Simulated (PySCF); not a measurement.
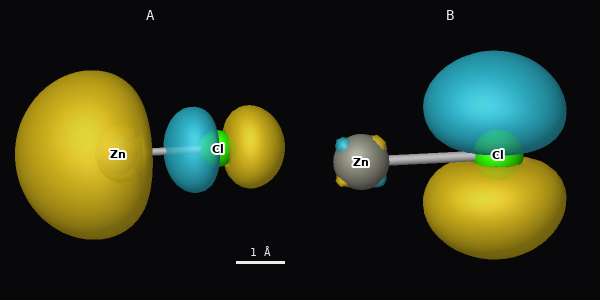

The picture shows: ZnCl (doublet). Two frontier α-spin orbitals, each drawn at the value that holds 80 % of its norm (yellow and cyan are the two phases), in no order; of a degenerate pair one member is drawn.

Computed with PySCF, PBE0/def2-TZVPPD, non-relativistic Hamiltonian with scalar-relativistic core potentials where named, at a bond length of 2.166 Å.

Label each orbital by symmetry, say whether it is occupied, and order them by energy.

Orbital B: π, occupied in this spin, −8.69 eV; mainly on Cl (90 %).
Orbital A: σ, occupied in this spin, −6.65 eV; mainly on Zn (80 %).
